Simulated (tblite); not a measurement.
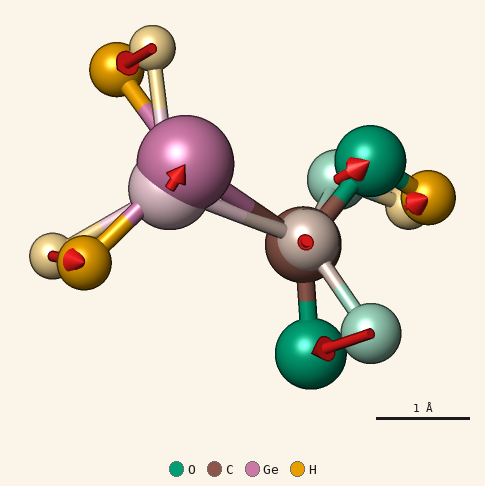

A relaxation of CH$_{3}$GeO$_{2}$ (multiplicity 2). The starting structure is drawn faded, the final one solid; red arrows show the displacements, at their true length. The two geometries are superimposed by the best rigid fit.

Style: ball-and-stick. Shown at a tilt.

The calculation used tblite 0.8.0, GFN2-xTB geometry optimisation, gas phase. 

What did the optimiser do to the structure, and how much energy did it gain?

After 75 geometry steps the energy has fallen by 65.8 kJ/mol. The largest move after the best rigid fit is that of an O atom, 0.97 Å. Largest moves by element: O 0.97 Å, H 0.82 Å, Ge 0.33 Å, C 0.17 Å. Some distances before and after: C–Ge 1.913 → 2.016 Å, C–O 1.274 → 1.198 Å, C–O 1.387 → 1.323 Å, H–O 1.002 → 0.975 Å. Among the angles between lasting bonds that change: O–C–Ge 120.5° → 110.7°, H–Ge–H 109.8° → 100.6°, C–O–H 121.5° → 112.5°. Groups turn about C–Ge by about 75°. The run took 0.19 s on 1 thread of Arm Neoverse V2 (shared host).
